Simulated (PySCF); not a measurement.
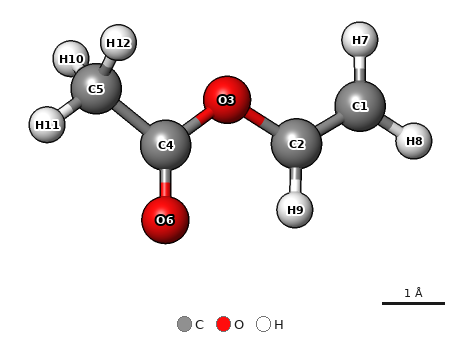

C4H6O2, before the relaxation. Style: ball-and-stick. Shown at a tilt.

The start comes from MMFF94s.

All numbers below come from PySCF 2.14.0, density-fitted response routines, PBE0-D3(BJ)/def2-SVP geometry optimisation, gas phase.

```xyz
12

C    -2.3127    0.1659    1.0924
C    -1.3095   -0.4073    0.4252
O    -0.1311    0.2859    0.1498
C     0.8297   -0.4075   -0.5430
C     2.0209    0.4794   -0.7522
O     0.7600   -1.5631   -0.9413
H    -2.2418    1.1905    1.4415
H    -3.2248   -0.3827    1.3011
H    -1.3465   -1.4270    0.0626
H     2.4343    0.7793    0.2141
H     2.7892   -0.0697   -1.3041
H     1.7323    1.3563   -1.3371
```

Predict the outcome.

After 6 geometry steps the energy has fallen by 2.29 kcal/mol. Largest force component: 2.2 eV/Å at the start, 0.022 eV/Å at the end. H10 moves most after the best rigid fit: 0.073 Å. Largest moves by element: H 0.073 Å, O 0.057 Å, C 0.030 Å. Some distances before and after: C2–O3 1.395 → 1.368 Å, C4–O6 1.224 → 1.198 Å, O3–C4 1.373 → 1.359 Å, C1–H7 1.085 → 1.092 Å. Bond angles that change, for instance: H10–C5–H12 110.7° → 107.1°, O3–C4–O6 127.0° → 123.4°, C2–O3–C4 116.1° → 118.4°.

The structure at the end:

```xyz
12

C    -2.2845    0.1760    1.0868
C    -1.3039   -0.4271    0.4226
O    -0.1373    0.2344    0.1516
C     0.8261   -0.4149   -0.5533
C     2.0150    0.4728   -0.7490
O     0.7088   -1.5394   -0.9503
H    -2.1882    1.2085    1.4291
H    -3.2053   -0.3680    1.2987
H    -1.3358   -1.4546    0.0522
H     2.3811    0.8288    0.2247
H     2.8016   -0.0776   -1.2759
H     1.7222    1.3610   -1.3284
```

The end point in the same view:

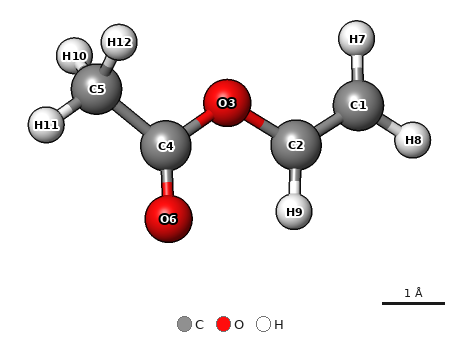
